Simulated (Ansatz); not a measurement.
## CH$_{6}$FNOSi: geometry relaxation

CH$_{6}$FNOSi, computed with RKS PBE0-D4/def2-TZVP (Ansatz 0.2.0).

The geometry: PBE-D4/def2-SVP start. Figures and captions count atoms from 1; the log counts them from 0 in places.

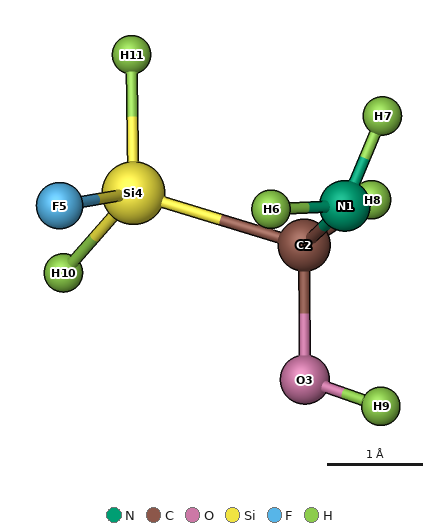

*The structure as given in the input (ball-and-stick view, seen at a tilt; atoms are numbered from 1 in the order of the input).*

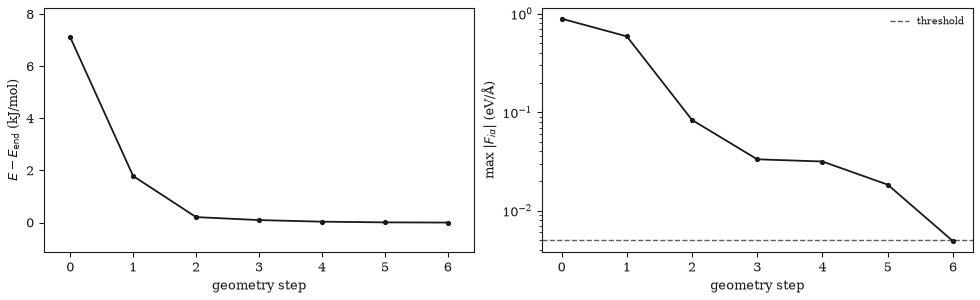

*Progress of the relaxation, step by step (the first geometry is step 0 here and step 1 in the log).*

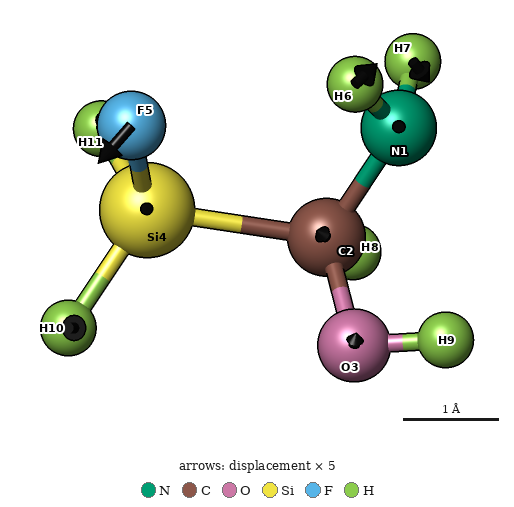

*The starting structure with the displacements as black arrows, magnified 5 times (ball-and-stick view, seen on its broad side). The two geometries are laid on each other by the best rigid fit.*

The energy falls by 7.12 kJ/mol in 6 geometry steps. The largest force component goes from 0.89 to 0.0049 eV/Å. F5 moves most after the best rigid fit: 0.11 Å. By element the largest moves are F 0.11 Å, H 0.08 Å, C 0.04 Å, O 0.04 Å, N 0.02 Å, Si 0.02 Å. Among the contacts that change: Si4–F5 1.652 → 1.606 Å, C2–Si4 1.915 → 1.895 Å, C2–H8 1.122 → 1.102 Å, Si4–H11 1.506 → 1.487 Å. Among the angles that change: C2–Si4–F5 104.4° → 106.6°. (Atoms are counted from 1 in the order of the input.)

These pictures come from the run below.

Input:
```yaml
crystal:
  periodic: [false, false, false]
  atoms:
    - {symbol: N, position_ang: [-0.219368, 1.444172, -0.213527]}
    - {symbol: C, position_ang: [-0.305388, 0.035666, -0.577418]}
    - {symbol: O, position_ang: [0.604113, -0.257758, -1.626293]}
    - {symbol: Si, position_ang: [0.183265, -1.104797, 0.881395]}
    - {symbol: F, position_ang: [1.385777, -0.283006, 1.661151]}
    - {symbol: H, position_ang: [0.559964, 1.620505, 0.435632]}
    - {symbol: H, position_ang: [-1.083773, 1.793230, 0.214880]}
    - {symbol: H, position_ang: [-1.369973, -0.153230, -0.877858]}
    - {symbol: H, position_ang: [0.563342, 0.523622, -2.217313]}
    - {symbol: H, position_ang: [0.715776, -2.453019, 0.495525]}
    - {symbol: H, position_ang: [-0.968336, -1.222384, 1.844425]}
basis:
  gaussian: {orbitals: def2-TZVP}
hamiltonian: {xc: pbe0, dispersion: d4}
relax: {f_tol: 0.005, max_steps: 150}
```

Command:
```bash
ansatz run in.yaml --threads 4 --pin off --events-out ev --progress --plain --max-ram 10444MiB
```

What the program printed:
```
Functional definition: PBE0
  name "PBE0"
  cite "Adamo & Barone, J. Chem. Phys. 110, 6158 (1999) doi:10.1063/1.478522"
  cite "Perdew, Burke & Ernzerhof, Phys. Rev. Lett. 77, 3865 (1996) doi:10.1103/PhysRevLett.77.3865"
  parent pbe
  parameter a = 0.25
  parameter kappa = 0.804
  parameter beta = 0.06672455060314922
  exchange = (1 - a)*pbe_x(kappa = kappa, mu = beta*pi^2/3) + a*exact_x
  correlation = pbe_c(beta = beta)
1174 factors; their error is unknown
mean field evaluation 1: about -15251.9986 eV, gradient 6.7e1 eV
mean field evaluation 2: about -15242.5964 eV, gradient 9.6e1 eV
mean field evaluation 4: about -15259.7993 eV, gradient 2.9e0 eV
mean field evaluation 8: about -15259.8163 eV, gradient 7.6e-2 eV
mean field evaluation 16: about -15259.8580 eV, gradient 5.7e-5 eV
mean field -15259.85802977 eV, -560.7894390906 hartree, gradient 5.7e-5 eV, S^2 0.000000; 0 other end points of the search recorded, 0 dependent functions left out
the calculation of the forces begins
reference -15259.85806024 eV, -560.7894402103 hartree; 25, 25 occupied and 172, 172 virtual orbitals, 1174 factors
relax step   1: F+E_penalty+E_count = -15260.03255663 eV  Δ(F+E_penalty+E_count) = +0.000e0 eV  max|allowed force component| = 8.935e-1 eV/Å  Δτ_max = 0.0000 Å  (28 SCF iters, accepted)
these checks for a lower state are left out or cut short: starts, cluster_reference, orbital_swaps, neighbouring_geometries, increment
1174 factors; their error is unknown
mean field -15259.91343962 eV, -560.7914753651 hartree, gradient 1.1e-5 eV, S^2 0.000000; 0 other end points of the search recorded, 0 dependent functions left out
the calculation of the forces begins
reference -15259.91346999 eV, -560.7914764812 hartree; 25, 25 occupied and 172, 172 virtual orbitals, 1174 factors
relax step   2: F+E_penalty+E_count = -15260.08778160 eV  Δ(F+E_penalty+E_count) = -5.522e-2 eV  max|allowed force component| = 5.904e-1 eV/Å  Δτ_max = 0.0397 Å  (32 SCF iters, accepted)
these checks for a lower state are left out or cut short: starts, cluster_reference, orbital_swaps, neighbouring_geometries, increment
1174 factors; their error is unknown
mean field evaluation 32: about -15259.9294 eV, gradient 1.0e-5 eV
mean field -15259.92943163 eV, -560.7920630607 hartree, gradient 1.0e-5 eV, S^2 0.000000; 0 other end points of the search recorded, 0 dependent functions left out
the calculation of the forces begins
reference -15259.92946191 eV, -560.7920641733 hartree; 25, 25 occupied and 172, 172 virtual orbitals, 1174 factors
relax step   3: F+E_penalty+E_count = -15260.10413168 eV  Δ(F+E_penalty+E_count) = -1.635e-2 eV  max|allowed force component| = 8.347e-2 eV/Å  Δτ_max = 0.0229 Å  (32 SCF iters, accepted)
these checks for a lower state are left out or cut short: starts, cluster_reference, orbital_swaps, neighbouring_geometries, increment
1174 factors; their error is unknown
mean field -15259.93076404 eV, -560.7921120257 hartree, gradient 1.0e-5 eV, S^2 0.000000; 0 other end points of the search recorded, 0 dependent functions left out
the calculation of the forces begins
reference -15259.93079431 eV, -560.7921131384 hartree; 25, 25 occupied and 172, 172 virtual orbitals, 1174 factors
relax step   4: F+E_penalty+E_count = -15260.10531628 eV  Δ(F+E_penalty+E_count) = -1.185e-3 eV  max|allowed force component| = 3.327e-2 eV/Å  Δτ_max = 0.0171 Å  (32 SCF iters, accepted)
these checks for a lower state are left out or cut short: starts, cluster_reference, orbital_swaps, neighbouring_geometries, increment
1174 factors; their error is unknown
mean field -15259.93148421 eV, -560.7921384915 hartree, gradient 1.0e-5 eV, S^2 0.000000; 0 other end points of the search recorded, 0 dependent functions left out
the calculation of the forces begins
reference -15259.93151448 eV, -560.7921396039 hartree; 25, 25 occupied and 172, 172 virtual orbitals, 1174 factors
relax step   5: F+E_penalty+E_count = -15260.10595406 eV  Δ(F+E_penalty+E_count) = -6.378e-4 eV  max|allowed force component| = 3.159e-2 eV/Å  Δτ_max = 0.0227 Å  (32 SCF iters, accepted)
these checks for a lower state are left out or cut short: starts, cluster_reference, orbital_swaps, neighbouring_geometries, increment
1174 factors; their error is unknown
mean field -15259.93178299 eV, -560.7921494715 hartree, gradient 1.0e-5 eV, S^2 0.000000; 0 other end points of the search recorded, 0 dependent functions left out
the calculation of the forces begins
reference -15259.93181325 eV, -560.7921505835 hartree; 25, 25 occupied and 172, 172 virtual orbitals, 1174 factors
relax step   6: F+E_penalty+E_count = -15260.10622888 eV  Δ(F+E_penalty+E_count) = -2.748e-4 eV  max|allowed force component| = 1.837e-2 eV/Å  Δτ_max = 0.0202 Å  (32 SCF iters, accepted)
these checks for a lower state are left out or cut short: starts, cluster_reference, orbital_swaps, neighbouring_geometries, increment
1174 factors; their error is unknown
mean field -15259.93181351 eV, -560.7921505932 hartree, gradient 1.0e-5 eV, S^2 0.000000; 0 other end points of the search recorded, 0 dependent functions left out
the calculation of the forces begins
reference -15259.93184376 eV, -560.7921517048 hartree; 25, 25 occupied and 172, 172 virtual orbitals, 1174 factors
relax step   7: F+E_penalty+E_count = -15260.10630842 eV  Δ(F+E_penalty+E_count) = -7.954e-5 eV  max|allowed force component| = 4.906e-3 eV/Å  Δτ_max = 0.0133 Å  (33 SCF iters, accepted)
1174 factors; their error is unknown
mean field evaluation 64: about -15259.9318 eV, gradient 1.7e-4 eV
mean field -15259.93181351 eV, -560.7921505932 hartree, gradient 1.0e-5 eV, S^2 0.000000; 1 other end points of the search recorded, 0 dependent functions left out
the calculation of the forces begins
reference -15259.93184376 eV, -560.7921517048 hartree; 25, 25 occupied and 172, 172 virtual orbitals, 1174 factors
Total energy: -15260.10633867 eV, -560.7985642744 hartree
Atom 0 at    -0.240407     1.442925    -0.209178 Å, force    -0.002167     0.004054    -0.000071 eV/Å
Atom 1 at    -0.279121     0.036846    -0.552188 Å, force    -0.003430    -0.001583    -0.001961 eV/Å
Atom 2 at     0.619159    -0.231255    -1.608487 Å, force     0.000310    -0.001589    -0.000153 eV/Å
Atom 3 at     0.200955    -1.096893     0.888227 Å, force     0.002232     0.004906    -0.000719 eV/Å
Atom 4 at     1.424345    -0.383878     1.646941 Å, force    -0.004395    -0.003136    -0.004546 eV/Å
Atom 5 at     0.504117     1.672759     0.437407 Å, force    -0.000008    -0.000579    -0.000564 eV/Å
Atom 6 at    -1.119213     1.780002     0.156856 Å, force     0.002248    -0.000863     0.001723 eV/Å
Atom 7 at    -1.314728    -0.182576    -0.858388 Å, force     0.003329    -0.000465    -0.000914 eV/Å
Atom 8 at     0.561200     0.523214    -2.207369 Å, force     0.000342     0.000742     0.003330 eV/Å
Atom 9 at     0.638883    -2.450691     0.475934 Å, force    -0.001837     0.001242     0.004845 eV/Å
Atom 10 at    -0.929790    -1.167453     1.850844 Å, force     0.003375    -0.002730    -0.000970 eV/Å
Dipole moment:    -0.449699     0.200169     0.020361 e Å
```

Trajectory as extended XYZ (Å, eV, eV/Å), 7 frames, from step=1 to step=7:
```
11
Properties=species:S:1:pos:R:3:forces:R:3 step=1 energy=-15260.03256
N    -0.2194    1.4442   -0.2135    0.0212   0.0485   0.5151
C    -0.3054    0.0357   -0.5774   -0.2666  -0.1800   0.2067
O     0.6041   -0.2578   -1.6263   -0.4026   0.8049  -0.2282
Si    0.1833   -1.1048    0.8814    0.6104   0.5121   0.4405
F     1.3858   -0.2830    1.6612   -0.8935  -0.6806  -0.5511
H     0.5600    1.6205    0.4356   -0.5027  -0.0832  -0.4218
H    -1.0838    1.7932    0.2149    0.5158  -0.2600  -0.2912
H    -1.3700   -0.1532   -0.8779    0.6436   0.0815   0.0694
H     0.5633    0.5236   -2.2173    0.0950  -0.5930   0.3638
H     0.7158   -2.4530    0.4955   -0.1100   0.3260   0.0956
H    -0.9683   -1.2224    1.8444    0.2893   0.0238  -0.1989
11
Properties=species:S:1:pos:R:3:forces:R:3 step=2 energy=-15260.08778
N    -0.2212    1.4448   -0.2218    0.0014  -0.0312   0.2484
C    -0.2975    0.0358   -0.5641   -0.0953  -0.0196  -0.0224
O     0.5967   -0.2443   -1.6230   -0.1052   0.1916  -0.0533
Si    0.1807   -1.1038    0.8846    0.5864   0.4013   0.3454
F     1.3830   -0.3216    1.6701   -0.5904  -0.3901  -0.3742
H     0.5467    1.6382    0.4181   -0.1373  -0.0061  -0.1365
H    -1.0815    1.7856    0.1947    0.1266  -0.0527  -0.0926
H    -1.3441   -0.1568   -0.8710    0.1869   0.0078   0.0513
H     0.5532    0.5278   -2.2084    0.0331  -0.1904   0.1146
H     0.7012   -2.4387    0.4956   -0.0519   0.0690  -0.0089
H    -0.9518   -1.2239    1.8458    0.0456   0.0204  -0.0717
11
Properties=species:S:1:pos:R:3:forces:R:3 step=3 energy=-15260.10413
N    -0.2251    1.4428   -0.2150   -0.0088  -0.0424   0.0059
C    -0.2933    0.0358   -0.5564    0.0312  -0.0204   0.0287
O     0.5957   -0.2471   -1.6156    0.0143  -0.0155   0.0129
Si    0.1902   -1.0967    0.8850    0.0616   0.0835   0.0225
F     1.3758   -0.3382    1.6634   -0.0071  -0.0299  -0.0056
H     0.5392    1.6495    0.4160    0.0257   0.0164   0.0086
H    -1.0850    1.7815    0.1923   -0.0345   0.0183  -0.0161
H    -1.3318   -0.1667   -0.8575   -0.0449   0.0045  -0.0083
H     0.5554    0.5162   -2.2029    0.0070   0.0395  -0.0606
H     0.6921   -2.4279    0.4797   -0.0126  -0.0344  -0.0097
H    -0.9478   -1.2063    1.8317   -0.0319  -0.0197   0.0216
11
Properties=species:S:1:pos:R:3:forces:R:3 step=4 energy=-15260.10532
N    -0.2277    1.4438   -0.2155   -0.0080  -0.0133   0.0333
C    -0.2894    0.0364   -0.5545    0.0161   0.0166  -0.0030
O     0.6004   -0.2427   -1.6150    0.0065  -0.0056   0.0045
Si    0.1937   -1.0951    0.8883    0.0020  -0.0160  -0.0117
F     1.3867   -0.3513    1.6652    0.0172   0.0099   0.0113
H     0.5324    1.6575    0.4191    0.0018   0.0117  -0.0048
H    -1.0927    1.7845    0.1802   -0.0041   0.0043  -0.0166
H    -1.3283   -0.1681   -0.8564   -0.0160  -0.0105   0.0032
H     0.5541    0.5176   -2.2073    0.0000   0.0021  -0.0100
H     0.6803   -2.4323    0.4792   -0.0072  -0.0100  -0.0082
H    -0.9443   -1.2072    1.8374   -0.0083   0.0108   0.0020
11
Properties=species:S:1:pos:R:3:forces:R:3 step=5 energy=-15260.10595
N    -0.2326    1.4446   -0.2135   -0.0064  -0.0078   0.0316
C    -0.2841    0.0367   -0.5517    0.0098   0.0292  -0.0143
O     0.6079   -0.2382   -1.6119   -0.0009   0.0092  -0.0066
Si    0.1987   -1.0965    0.8896   -0.0270  -0.0197  -0.0211
F     1.4027   -0.3672    1.6625    0.0126   0.0081   0.0077
H     0.5213    1.6678    0.4255   -0.0117   0.0002  -0.0104
H    -1.1041    1.7856    0.1677    0.0139  -0.0070  -0.0118
H    -1.3225   -0.1741   -0.8539    0.0040  -0.0101   0.0052
H     0.5542    0.5182   -2.2094   -0.0014  -0.0163   0.0157
H     0.6649   -2.4406    0.4754   -0.0066   0.0090   0.0054
H    -0.9409   -1.1933    1.8402    0.0138   0.0053  -0.0014
11
Properties=species:S:1:pos:R:3:forces:R:3 step=6 energy=-15260.10623
N    -0.2376    1.4446   -0.2108   -0.0030  -0.0057   0.0059
C    -0.2800    0.0376   -0.5518   -0.0005   0.0101   0.0021
O     0.6156   -0.2337   -1.6098   -0.0064   0.0093   0.0015
Si    0.2006   -1.0965    0.8886   -0.0111  -0.0184   0.0000
F     1.4167   -0.3793    1.6544    0.0034   0.0036  -0.0019
H     0.5099    1.6736    0.4330   -0.0064  -0.0042  -0.0054
H    -1.1143    1.7835    0.1593    0.0100  -0.0064  -0.0042
H    -1.3170   -0.1799   -0.8551    0.0073   0.0001  -0.0032
H     0.5578    0.5202   -2.2097   -0.0001  -0.0060   0.0088
H     0.6471   -2.4476    0.4757   -0.0001   0.0094   0.0013
H    -0.9334   -1.1796    1.8469    0.0069   0.0081  -0.0048
11
Properties=species:S:1:pos:R:3:forces:R:3 step=7 energy=-15260.10631
N    -0.2404    1.4429   -0.2092   -0.0022   0.0041  -0.0001
C    -0.2791    0.0368   -0.5522   -0.0034  -0.0016  -0.0020
O     0.6192   -0.2313   -1.6085    0.0003  -0.0016  -0.0002
Si    0.2010   -1.0969    0.8882    0.0022   0.0049  -0.0007
F     1.4243   -0.3839    1.6469   -0.0044  -0.0031  -0.0045
H     0.5041    1.6728    0.4374    0.0000  -0.0006  -0.0006
H    -1.1192    1.7800    0.1569    0.0022  -0.0009   0.0017
H    -1.3147   -0.1826   -0.8584    0.0033  -0.0005  -0.0009
H     0.5612    0.5232   -2.2074    0.0003   0.0007   0.0033
H     0.6389   -2.4507    0.4759   -0.0018   0.0012   0.0048
H    -0.9298   -1.1675    1.8508    0.0034  -0.0027  -0.0010
```

Summary:

| quantity | value |
| --- | --- |
| outcome | converged |
| total energy | −15260.1063 eV |
| mean-field energy | −15259.9318 eV |
| dispersion energy | −0.1745 eV |
| SCF solution under orbital rotations | stable |
| largest force (length of the vector) at the end | 0.007 eV/Å |
| dipole moment | 2.37 D |
| hardware | 4 threads of Intel Xeon @ 2.80GHz, 23 GiB of memory available, shared host |
| wall time | 19 s (CPU time 66 s) |
| peak memory | 0.49 GiB |
